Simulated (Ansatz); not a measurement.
**One shape, several levels: SiO2 (silicon dioxide molecule)**

Aim: a comparison of 6 runs (B2PLYP/STO-3G, UB3LYP/STO-3G, UPBE0/STO-3G, revPBE/STO-3G, wB97X/STO-3G, UMP2/STO-3G) of SiO2 (silicon dioxide molecule). 

The calculation is run with Ansatz 0.2.0.

37 further runs of the same task are left out: 8 that didn't finish, 29 set aside as unsound or not needed.

## 1. The system as given

SiO2 has 3 atoms, charge 0, and is taken as a singlet. As SMILES, `O=[Si]=O`. The Si2–O1 distance was set to 2.237 Å, away from the relaxed value.

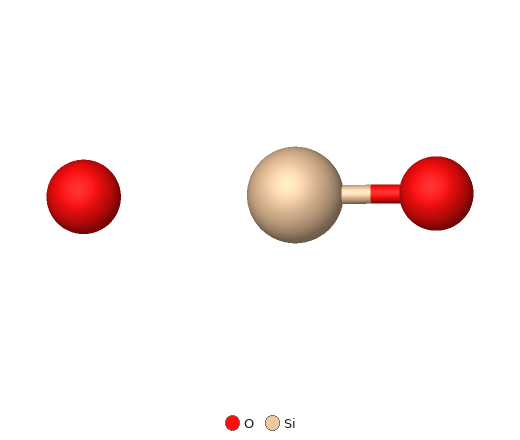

The structure, seen from a chosen angle (oxygen red, silicon light orange).

## 2. The energy at B2PLYP/STO-3G (run 1)

Input file molecule.yaml:

```yaml
crystal:
  periodic: [false, false, false]
  atoms:
    - {symbol: O, position_ang: [1.037222, 1.825736, 0.770699]}
    - {symbol: Si, position_ang: [-0.000730, 0.000440, -0.000160]}
    - {symbol: O, position_ang: [-0.690510, -1.217740, -0.513580]}
basis:
  gaussian: {orbitals: STO-3G}
total_charge: 0
hamiltonian: {xc: {name: B2PLYP}}
correlation: {frozen_orbitals: {O: 1, Si: 5}}
accuracy: high
```

The run is started by

```console
ansatz run molecule.yaml --threads 1 --pin off --max-ram 2610MiB --events-out events.jsonl --progress --plain --runs-dir runs
```

Standard output:

```text
Warning: RAYON_NUM_THREADS=1 ignored (pool sized by the plan → 1); use --threads N
Functional definition: B2PLYP
  name "B2PLYP"
  parameter a = 0.53
  parameter c = 0.27
  exchange = (1 - a)*b88_x + a*exact_x
  correlation = (1 - c)*lyp_c + c*(mp2_os + mp2_ss)
315 factors; integrals over basis functions are off by at most 2.4e-8 eV
mean field evaluation 1: about -11793.9752 eV, gradient 5.1e1 eV
mean field evaluation 2: about -11793.9711 eV, gradient 5.1e1 eV
mean field evaluation 4: about -11721.8005 eV, gradient 1.7e2 eV
mean field evaluation 8: about -11807.0551 eV, gradient 3.2e-1 eV
mean field evaluation 16: about -11807.0462 eV, gradient 2.9e-8 eV
mean field evaluation 32: about -11798.7786 eV, gradient 3.7e1 eV
mean field -11807.04622518 eV, -433.9009456719 hartree, gradient 2.9e-8 eV, S^2 0.000000; 3 other end points of the search recorded, 0 dependent functions left out; unrestricted orbitals would lower it
7 core orbitals not correlated: weight in the atoms' cores, before any rotation towards them, 1.000 or more for the frozen orbitals, at most 0.000 for the correlated occupied ones
reference -11807.04623862 eV, -433.9009461659 hartree; 8, 8 occupied and 4, 4 virtual orbitals, 315 factors
second order -6.58701131 eV of doubles, -0.00000000 eV of singles
Total energy: -11808.82473167 eV, -433.9663045801 hartree
```

It took 2.2 s on 1 thread of AMD EPYC 7R43 (Zen 3), shared host; peak memory 0.11 GiB.

## 3. The energy at UB3LYP/STO-3G (run 2)

Input file job.yaml:

```yaml
crystal:
  periodic: [false, false, false]
  atoms:
    - {symbol: O, position_ang: [1.037222, 1.825736, 0.770699]}
    - {symbol: Si, position_ang: [-0.000730, 0.000440, -0.000160]}
    - {symbol: O, position_ang: [-0.690510, -1.217740, -0.513580]}
basis:
  gaussian:
    orbitals: STO-3G
magnetization:
  spin_polarized: true
  initial_magnetization: 0
hamiltonian:
  xc: {name: B3LYP}
accuracy: high
```

The run is started by

```console
ansatz run job.yaml --threads 1 --pin off --max-ram 2610MiB --events-out events.jsonl --progress --plain --runs-dir runs
```

Standard output (excerpt; [...] marks lines left out):

```text
Warning: RAYON_NUM_THREADS=1 ignored (pool sized by the plan → 1); use --threads N
Functional definition: B3LYP
  name "B3LYP"
[...]
315 factors; integrals over basis functions are off by at most 2.4e-8 eV
[...]
mean field -11817.85734892 eV, -434.2982471413 hartree, gradient 1.5e-8 eV, S^2 0.873151; 9 other end points of the search recorded, 0 dependent functions left out
reference -11817.85736995 eV, -434.2982479144 hartree; 15, 15 occupied and 4, 4 virtual orbitals, 315 factors
Total energy: -11817.85736995 eV, -434.2982479144 hartree
```

Wall time 26 s (1 thread of AMD EPYC 7R43 (Zen 3), shared host); peak memory 0.14 GiB.

Runs 3 to 4 aren't shown in full; the table further down has their settings and results.

## 4. The energy at wB97X/STO-3G (run 5)

Input file job.yaml:

```yaml
basis:
  gaussian:
    orbitals: STO-3G
crystal:
  periodic: [false, false, false]
  atoms:
    - {symbol: O, position_ang: [1.037222, 1.825736, 0.770699]}
    - {symbol: Si, position_ang: [-0.000730, 0.000440, -0.000160]}
    - {symbol: O, position_ang: [-0.690510, -1.217740, -0.513580]}
accuracy: high
hamiltonian:
  xc: {name: wB97X}
```

The run is started by

```console
ansatz run job.yaml --threads 1 --pin off --max-ram 2610MiB --events-out events.jsonl --progress --plain --runs-dir runs
```

Standard output (excerpt; [...] marks lines left out):

```text
Warning: RAYON_NUM_THREADS=1 ignored (pool sized by the plan → 1); use --threads N
Functional definition: wB97X
  name "wB97X"
[...]
      + exact_x_lr(omega)
[...]
      + integral(e_c_pw_opposite_spin*poly(b97_u_opposite, 1, cos1, cos2, cos3, cos4))
315 factors; integrals over basis functions are off by at most 2.4e-8 eV
126 factors; integrals over basis functions are off by at most 2.2e-9 eV
[...]
mean field -11815.85752951 eV, -434.2247551335 hartree, gradient 2.4e-8 eV, S^2 0.000000; 0 other end points of the search recorded, 0 dependent functions left out
reference -11815.85752840 eV, -434.2247550929 hartree; 15, 15 occupied and 4, 4 virtual orbitals, 315 factors
Total energy: -11815.85752840 eV, -434.2247550929 hartree
```

Run time: 3.9 s. Hardware: 1 thread of AMD EPYC 7R43 (Zen 3), shared host; peak memory 0.22 GiB.

## 5. A single-point energy at UMP2/STO-3G (run 6)

Input file run.yaml:

```yaml
crystal:
  periodic: [false, false, false]
  atoms:
    - {symbol: O, position_ang: [1.037222, 1.825736, 0.770699]}
    - {symbol: Si, position_ang: [-0.000730, 0.000440, -0.000160]}
    - {symbol: O, position_ang: [-0.690510, -1.217740, -0.513580]}
basis:
  gaussian: {orbitals: STO-3G}
magnetization: {spin_polarized: true}
accuracy: high
correlation: {method: mp2, frozen_orbitals: {O: 1, Si: 5}}
```

The run is started by

```console
ansatz run run.yaml --threads 1 --pin off --max-ram 2610MiB --events-out events.jsonl --progress --plain --runs-dir runs
```

Standard output (excerpt; [...] marks lines left out):

```text
Warning: RAYON_NUM_THREADS=1 ignored (pool sized by the plan → 1); use --threads N
Functional definition: HF
  name "HF"
[...]
315 factors; integrals over basis functions are off by at most 2.4e-8 eV
[...]
mean field -11786.23053020 eV, -433.1359829910 hartree, gradient 5.0e-12 eV, S^2 1.243098; 24 other end points of the search recorded, 0 dependent functions left out
7 core orbitals not correlated: weight in the atoms' cores, before any rotation towards them, 1.000 or more for the frozen orbitals, at most 0.000 for the correlated occupied ones
reference -11786.23053020 eV, -433.1359829910 hartree; 8, 8 occupied and 4, 4 virtual orbitals, 315 factors
second order -3.10914067 eV of doubles, -0.00000000 eV of singles
Total energy: -11789.33967087 eV, -433.2502418032 hartree
```

Wall time 9 s (1 thread of AMD EPYC 7R43 (Zen 3), shared host).

## 6. Overview of the runs

| run | level | frozen core orbitals | energy (Eh) | wall time |
| --- | --- | --- | --- | --- |
| 1 | B2PLYP/STO-3G | 7 | -433.966305 | 2.2 s |
| 2 | UB3LYP/STO-3G | – | -434.298248 | 26 s |
| 3 | UPBE0/STO-3G | – | -434.047659 | 28 s |
| 4 | revPBE/STO-3G | – | -434.202932 | 0.87 s |
| 5 | wB97X/STO-3G | – | -434.224755 | 3.9 s |
| 6 | UMP2/STO-3G | 7 | -433.250242 | 9 s |

## 7. Outcome

| quantity | value |
| --- | --- |
| run 6: total energy | -433.25024 Eh |
| run 6: correlation energy (7 core orbitals frozen) | -114.3 mEh |
| run 6: ⟨S²⟩ of the reference determinant | 1.243 |

**Reading.** Totals of different functionals can't be ranked against each other. In run 1 the log says that unrestricted orbitals would lower the reference, so the values rest on an unstable closed-shell determinant (other closed-shell runs at this shape may share the fault). In runs 1, 2, 3, 4, 5, 6 the basis is minimal, so the values are rough. Spin contamination of the reference: run 6 ⟨S²⟩ = 1.24, run 3 ⟨S²⟩ = 0.90, run 2 ⟨S²⟩ = 0.87. Where it is this large, the reference is a mixture of spin states, and values that rest on it are in doubt. All runs together took 70 s, the longest 28 s.
